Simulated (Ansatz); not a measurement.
## Single-point calculation, with input and output: Si₂H₇F

- system: Si₂H₇F
- method: RKS PBE0-D4/def2-TZVPP (Ansatz 0.2.0)

The geometry is the reactant side of a reaction. The reaction was set up to form Si1–F7 and Si2–H6 and to break Si1–Si2 and H6–F7 (atoms counted from 1 in the order of the input); sticks are drawn by distance alone. The geometry comes from this level: PBE0-D4/def2-TZVP.

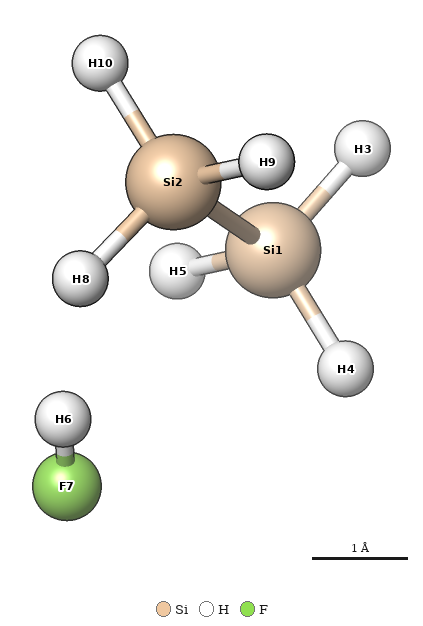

The input geometry (ball-and-stick view, seen at a tilt; atoms are numbered from 1 in the order of the input).

Input file:
```yaml
crystal:
  periodic: [false, false, false]
  atoms:
    - {symbol: Si, position_ang: [-1.160892, 0.241677, -0.685177]}
    - {symbol: Si, position_ang: [0.682283, -1.060786, -0.061536]}
    - {symbol: H, position_ang: [-1.969832, -0.548666, -1.651923]}
    - {symbol: H, position_ang: [-1.991120, 0.556286, 0.504180]}
    - {symbol: H, position_ang: [-0.704992, 1.493888, -1.338592]}
    - {symbol: H, position_ang: [1.095900, 1.270198, 1.401397]}
    - {symbol: F, position_ang: [0.691634, 2.092254, 1.541729]}
    - {symbol: H, position_ang: [1.564669, -0.336009, 0.910097]}
    - {symbol: H, position_ang: [0.258482, -2.315319, 0.612533]}
    - {symbol: H, position_ang: [1.533869, -1.393623, -1.232806]}
basis:
  gaussian: {orbitals: def2-TZVPP}
hamiltonian: {xc: pbe0, dispersion: d4}
output: {orbitals: {seedname: orbitals}}
```

Command:
```bash
ansatz run in.yaml --threads 4 --pin off --events-out ev --progress --plain --max-ram 9574MiB
```

Log:
```
Functional definition: PBE0
  name "PBE0"
  cite "Adamo & Barone, J. Chem. Phys. 110, 6158 (1999) doi:10.1063/1.478522"
  cite "Perdew, Burke & Ernzerhof, Phys. Rev. Lett. 77, 3865 (1996) doi:10.1103/PhysRevLett.77.3865"
  parent pbe
  parameter a = 0.25
  parameter kappa = 0.804
  parameter beta = 0.06672455060314922
  exchange = (1 - a)*pbe_x(kappa = kappa, mu = beta*pi^2/3) + a*exact_x
  correlation = pbe_c(beta = beta)
1151 factors; their error is unknown
mean field evaluation 1: about -18576.5543 eV, gradient 3.2e1 eV
mean field evaluation 2: about -18575.5039 eV, gradient 4.5e1 eV
mean field evaluation 4: about -18578.1585 eV, gradient 7.2e-1 eV
mean field evaluation 8: about -18578.2030 eV, gradient 1.9e-1 eV
mean field -18578.20307250 eV, -682.7363701560 hartree, gradient 4.2e-5 eV, S^2 0.000000; 0 other end points of the search recorded, 0 dependent functions left out
reference -18578.20310608 eV, -682.7363713903 hartree; 22, 22 occupied and 191, 191 virtual orbitals, 1151 factors
Total energy: -18578.34088200 eV, -682.7414345618 hartree
```

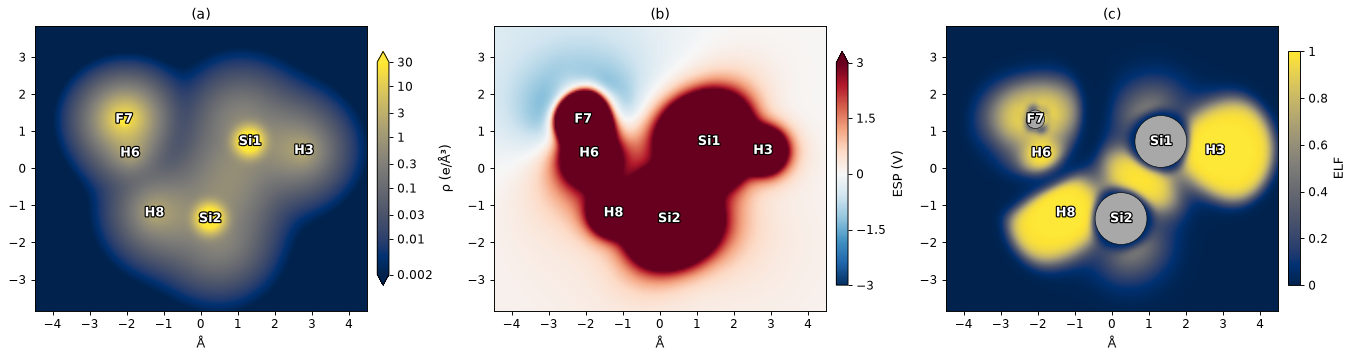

(a) electron density; (b) electrostatic potential; (c) electron localisation function on the plane of atoms Si1, Si2 and H8. Grey discs, where drawn, cover atomic cores. The section cuts through Si, H and F sites. Si–Si (2.34 Å): ρ at the midpoint is about 0.64 e/Å³; the ELF peaks at about 1 between the atoms, which marks localised, shared-pair bonding. F–H (0.93 Å): ρ at the midpoint is about 4.7 e/Å³, with its minimum of 2.5 e/Å³ about 0.8 Å from F; the ELF climbs to about 1 towards the hydrogen, as it does in any bond to H; a covalent bond by its length. Si–H (1.49 Å): ρ at the midpoint is about 0.8 e/Å³; the ELF climbs to about 1 towards the hydrogen.

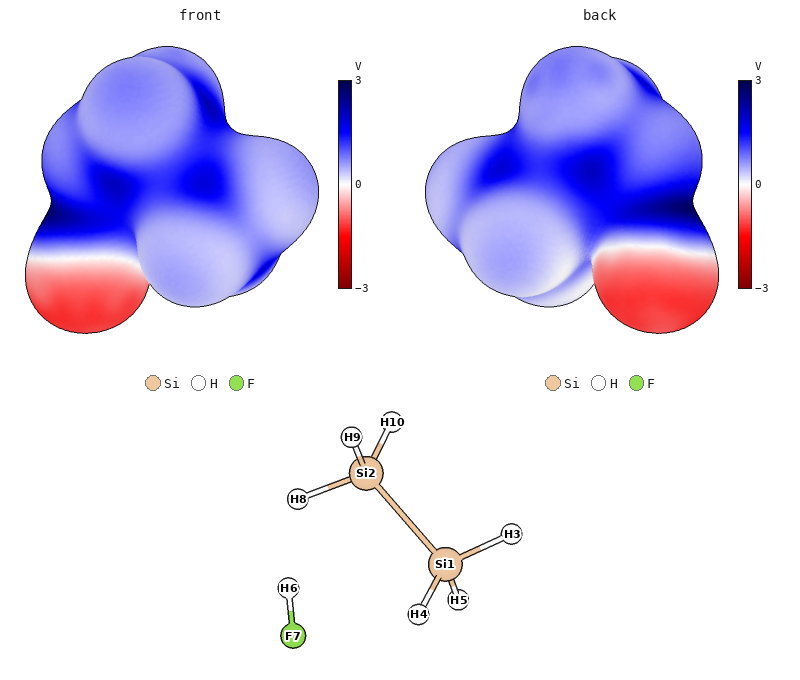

The molecular electrostatic potential painted on the density surface at 0.004 e/bohr³, seen at a tilt and from behind; the colour scale runs from red (negative) to blue (positive). The bare structure is drawn below in the same view.

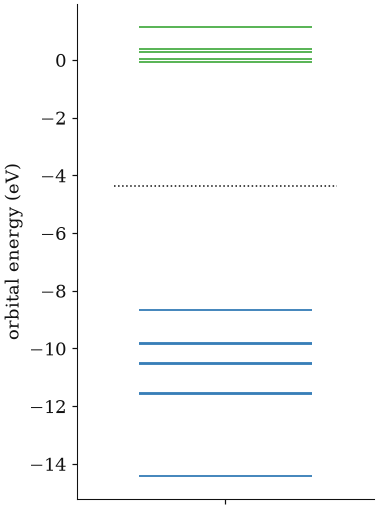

Orbital energies near the frontier; the dotted line parts filled from empty levels, and levels within 0.02 eV of each other stand side by side. Highest filled −8.68 eV, lowest empty −0.06 eV, 8.62 eV apart.

Summary:

```tsv
quantity	value
outcome	converged
total energy	−18578.3409 eV
mean-field energy	−18578.2031 eV
dispersion energy	−0.1378 eV
SCF solution under orbital rotations	stable
HOMO	−8.68 eV
LUMO	−0.06 eV
hardware	4 threads of Arm Neoverse V1, 23 GiB of memory available, shared host
wall time	1.6 s (CPU time 5.8 s)
peak memory	0.44 GiB
```
